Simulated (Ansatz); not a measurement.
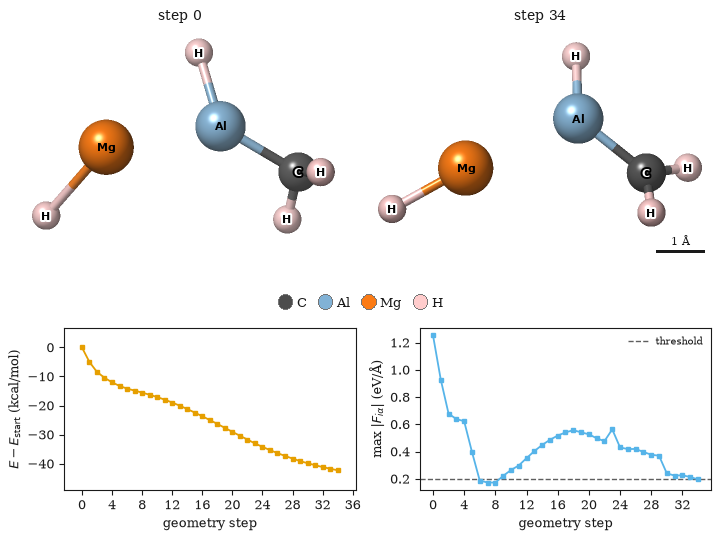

First and last geometry of a relaxation of CH4AlMg (charge −1), with the history of the run. Style: ball-and-stick. Shown face on.

Theory: RKS B3LYP-D4/def2-mTZVP (Ansatz 0.2.0).

Input
```yaml
crystal:
  periodic: [false, false, false]
  atoms:
    - {symbol: C, position_ang: [-1.746344, 0.166534, -0.719065]}
    - {symbol: Al, position_ang: [-0.245529, 0.639212, 0.393046]}
    - {symbol: Mg, position_ang: [2.367714, 0.298446, 0.415662]}
    - {symbol: H, position_ang: [-1.672197, -0.933220, -0.993956]}
    - {symbol: H, position_ang: [-1.734408, 0.911868, -1.551562]}
    - {symbol: H, position_ang: [-0.246511, 1.282794, 2.030477]}
    - {symbol: H, position_ang: [3.117843, -1.806722, 0.671043]}
basis:
  gaussian: {orbitals: def2-mTZVP}
total_charge: -1
hamiltonian: {xc: {name: B3LYP}, dispersion: d4}
relax: {f_tol: 0.2, max_steps: 80, max_displacement: 0.05}
```

Run as
```bash
ansatz run in.yaml --threads 2 --pin off --events-out ev --progress --plain --max-ram 3481MiB
```

What do the curves and the structures tell?

It converged. The atom that moves furthest after the best rigid fit is H4 (1.40 Å). By element the largest moves are H 1.40 Å, Mg 0.58 Å, C 0.32 Å, Al 0.18 Å. Near-neighbour distances that change, for instance: Mg3–H7 2.249 → 1.792 Å, Al2–H6 1.759 → 1.632 Å, C1–Al2 1.927 → 1.853 Å, Al2–Mg3 2.635 → 2.683 Å. Bond angles that change, for instance: Al2–C1–H5 105.0° → 124.5°, Al2–C1–H4 109.0° → 123.7°, C1–Al2–H6 128.8° → 122.5°. Over 34 geometry steps the energy falls by 42.3 kcal/mol. Largest force component: 1.3 eV/Å at the start, 0.2 eV/Å at the end. The forces were under the threshold at step 6, but the run went on from there.

Limits of the set-up: the basis has no diffuse functions, which an anion needs.
